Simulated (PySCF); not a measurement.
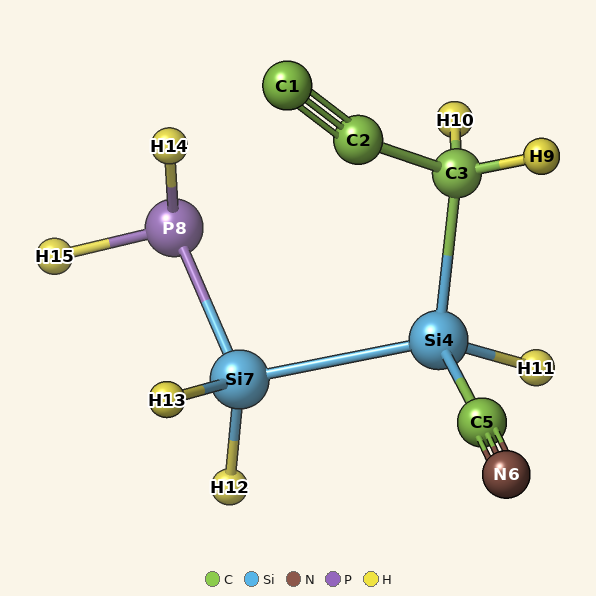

Charge 0, doublet. Computed geometry: GFN2-xTB optimisation. No frequency run is at hand to confirm it as a minimum. Computed with UKS B3LYP, pcH-1 on C H N P Si, non-relativistic (PySCF 2.14.0). Fermi-contact and spin-dipolar terms alone, no spin-orbit part.

Which nucleus has the largest dipolar (anisotropic) hyperfine coupling?

13C at C1: principal values −67.4, −52.0, 119.4 MHz.

List the isotropic and dipolar parts for the most strongly coupled nuclei, one of each equivalent set.

```json
{"atom": "C1", "isotope": "13C", "a_iso (MHz)": "620.1", "dipolar part (MHz)": "−67.4, −52.0, 119.4"}
{"atom": "C2", "isotope": "13C", "a_iso (MHz)": "87.8", "dipolar part (MHz)": "−36.3, −18.1, 54.5"}
{"atom": "Si4", "isotope": "29Si", "a_iso (MHz)": "−22.5", "dipolar part (MHz)": "−8.6, 4.1, 4.5"}
{"atom": "C3", "isotope": "13C", "a_iso (MHz)": "−1.1", "dipolar part (MHz)": "−4.5, −3.8, 8.4"}
{"atom": "H10", "isotope": "1H", "a_iso (MHz)": "4.7", "dipolar part (MHz)": "−3.3, −2.5, 5.7"}
{"atom": "H9", "isotope": "1H", "a_iso (MHz)": "−6.8", "dipolar part (MHz)": "−3.2, −1.9, 5.1"}
{"atom": "H14", "isotope": "1H", "a_iso (MHz)": "0.5", "dipolar part (MHz)": "−2.3, −2.0, 4.3"}
{"atom": "H13", "isotope": "1H", "a_iso (MHz)": "0.8", "dipolar part (MHz)": "−1.3, −1.1, 2.5"}
```

The geometry is semi-empirical. Around P, Si such bond lengths and angles can be off by a tenth of an ångström or more and by several degrees, and values that hang on the shape move with them.
